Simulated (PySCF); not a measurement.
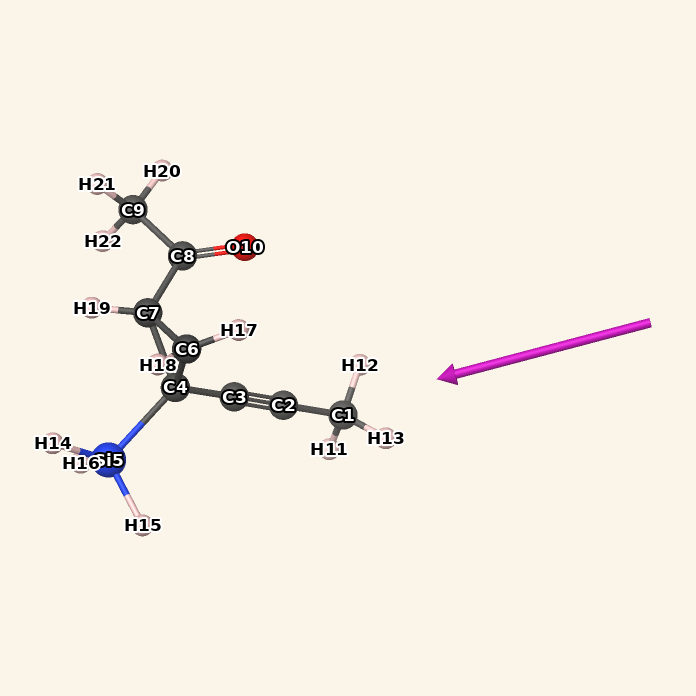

The arrow beside the molecule shows the direction of the dipole moment, from the negative to the positive end (its length means nothing). The geometry was computed by an optimisation with GFN2-xTB. No frequency run is at hand to confirm it as a minimum. Properties computed with PBE0/pcSseg-1, gas phase (PySCF 2.14.0).

How large is the dipole moment?

Answer. 2.03 D; it points from the side of H13 to the side of H14 (the outermost atoms at the two ends).

The geometry is semi-empirical. Around Si such bond lengths and angles can be off by a tenth of an ångström or more and by several degrees, and values that hang on the shape move with them.
